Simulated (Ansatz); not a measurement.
# UHF/STO-3G run of AlHF (SMILES [F][AlH])

Aim: the electronic atomisation energy of AlHF at UHF/STO-3G, from 4 runs. 

Program for the calculation: Ansatz 0.2.0.

60 further runs of the same task are left out: 60 set aside as unsound or not needed.

**1. The molecule**

The species is AlHF (3 atoms), meant as a doublet with charge 0. As SMILES, `[F][AlH]`. Geometry: relaxed at PBE0-D4/def2-TZVP.

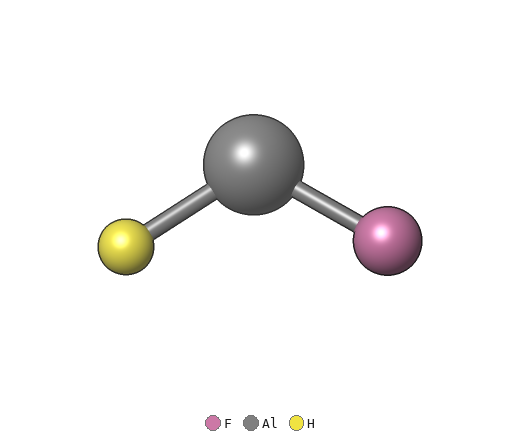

The structure, seen from a chosen angle (fluorine pink, aluminium grey, hydrogen yellow).

**2. A single-point energy at UHF/STO-3G**

job.yaml reads:

```yaml
crystal:
  periodic: [false, false, false]
  atoms:
    - {symbol: F, position_ang: [0.907100, 0.893200, 0.585600]}
    - {symbol: Al, position_ang: [-0.432500, 0.318000, -0.199500]}
    - {symbol: H, position_ang: [-0.485400, -1.276100, -0.399300]}
basis:
  gaussian:
    orbitals: STO-3G
magnetization:
  spin_polarized: true
  initial_magnetization: 1
hamiltonian:
  xc: hf
accuracy: high
```

Launch:

```
$ ansatz run job.yaml --threads 1 --pin off --max-ram 2610MiB --events-out events.jsonl --progress --plain --runs-dir runs
```

The program printed:

```text
Warning: RAYON_NUM_THREADS=1 ignored (pool sized by the plan → 1); use --threads N
Functional definition: HF
  name "HF"
  exchange = exact_x
  correlation = 0
245 factors; integrals over basis functions are off by at most 3.6e-8 eV
mean field evaluation 1: about -9184.0108 eV, gradient 1.4e1 eV
mean field evaluation 2: about -9184.0389 eV, gradient 1.4e1 eV
mean field evaluation 4: about -9186.1863 eV, gradient 1.6e0 eV
mean field evaluation 8: about -9186.2511 eV, gradient 2.1e-4 eV
mean field -9186.24898970 eV, -337.5884237081 hartree, gradient 5.6e-8 eV, S^2 0.759899; 0 other end points of the search recorded, 0 dependent functions left out
reference -9186.24898970 eV, -337.5884237081 hartree; 12, 11 occupied and 3, 4 virtual orbitals, 245 factors
Total energy: -9186.24898970 eV, -337.5884237081 hartree
```

It took 0.08 s on 1 thread of AMD EPYC 9R14 (Zen 4), shared host.

**3. The Al atom at the same level**

input.yaml reads:

```yaml
crystal:
  periodic: [false, false, false]
  atoms:
    - symbol: Al
      position_ang: [0.000000, 0.000000, 0.000000]
basis:
  gaussian:
    orbitals: STO-3G
magnetization:
  spin_polarized: true
  initial_magnetization: 1
hamiltonian:
  xc: hf
accuracy: high
```

Launch:

```
$ ansatz run input.yaml --threads 1 --pin off --max-ram 2610MiB --events-out events.jsonl --progress --plain --runs-dir runs
```

The program printed:

```text
Warning: RAYON_NUM_THREADS=1 ignored (pool sized by the plan → 1); use --threads N
[... 4 set-up lines as earlier in the session ...]
42 factors; integrals over basis functions are off by at most 1.6e-9 eV
mean field evaluation 1: about -6499.6647 eV, gradient 7.7e-1 eV
mean field evaluation 2: about -6499.6653 eV, gradient 7.7e-1 eV
mean field evaluation 4: about -6499.6671 eV, gradient 3.6e-6 eV
mean field evaluation 8: about -6499.6667 eV, gradient 3.4e-1 eV
mean field -6499.66714747 eV, -238.8583620369 hartree, gradient 5.8e-9 eV, S^2 0.750003; 0 other end points of the search recorded, 0 dependent functions left out
reference -6499.66714747 eV, -238.8583620369 hartree; 7, 6 occupied and 2, 3 virtual orbitals, 42 factors
Total energy: -6499.66714747 eV, -238.8583620369 hartree
```

It took 0.04 s on 1 thread of AMD EPYC 9R14 (Zen 4), shared host.

**4. The F atom, same level**

input.yaml reads:

```yaml
basis:
  gaussian: {orbitals: STO-3G}
crystal:
  periodic: [false, false, false]
  atoms:
    - {symbol: F, position_ang: [0.000000, 0.000000, 0.000000]}
magnetization: {spin_polarized: true, initial_magnetization: 1}
accuracy: high
hamiltonian: {xc: hf}
```

Run the same way, it converges to -97.98651 Eh (log not shown).

**5. The H atom at the same level**

run.yaml reads:

```yaml
basis:
  gaussian: {orbitals: STO-3G}
crystal:
  periodic: [false, false, false]
  atoms:
    - {symbol: H, position_ang: [0.000000, 0.000000, 0.000000]}
magnetization: {spin_polarized: true, initial_magnetization: 1}
hamiltonian: {xc: hf}
accuracy: high
```

Run the same way, it converges to -0.46658 Eh (log not shown).

**6. Summary of results**

Level: UHF/STO-3G.

```
                     quantity          value
       molecule: total energy  -337.58842 Eh
               molecule: ⟨S²⟩          0.760
        Al atom: total energy  -238.85836 Eh
                Al atom: ⟨S²⟩          0.750
         F atom: total energy   -97.98651 Eh
                 F atom: ⟨S²⟩          0.750
         H atom: total energy    -0.46658 Eh
                 H atom: ⟨S²⟩          0.750
electronic atomisation energy       7.537 eV
```

**Reading.** Taking the molecule apart into free atoms costs 7.54 eV (727 kJ/mol), before zero-point energy and without spin-orbit coupling. Hartree–Fock lacks the correlation of the bonding pairs, which as a rule makes this value much too low; in minimal bases other errors can mask that. In a minimal basis such a difference can be off by several eV, whatever the method.
